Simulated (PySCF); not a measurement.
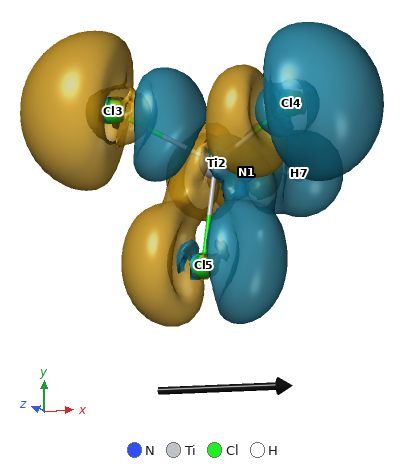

Cl3H2NTi, SMILES `N[Ti](Cl)(Cl)Cl`. Change of the electron density in a uniform field of 0.21 V/Å along +x (arrow), surfaces at ±0.001 e/Å³ (yellow: gain, teal: loss).

Computed with PySCF, PBE0/def2-TZVP, geometry: GFN2-xTB. This is a single-reference result, which may miss multireference character in this system. No frequency check shows the geometry to be a minimum. A basis without diffuse functions makes polarisabilities too small. GFN2-xTB bond lengths at metals and heavier atoms can be off by up to 0.1 Å and shapes distorted, which carries into these values.

Geometry (Å), atoms numbered from 1:

```
N1      -0.0001    0.0786   -2.0984
Ti2     -0.0002    0.0164   -0.2838
Cl3     -1.7275    0.9541    0.5394
Cl4      1.7231    0.9619    0.5393
Cl5      0.0047   -1.9802    0.4701
H6      -0.8278    0.0880   -2.6978
H7       0.8272    0.0917   -2.6978
```

How large is the response?

The induced dipole is 0.82 D (along the field); α along this axis, from the fields in both directions, is 81 bohr³ (12.0 Å³).

Which atoms gain and lose the most charge?

Electrons gather most on Cl3 (Hirshfeld charge changes by −0.023 e) and leave Cl4 most (+0.023 e); 0.064 electrons are displaced in all.
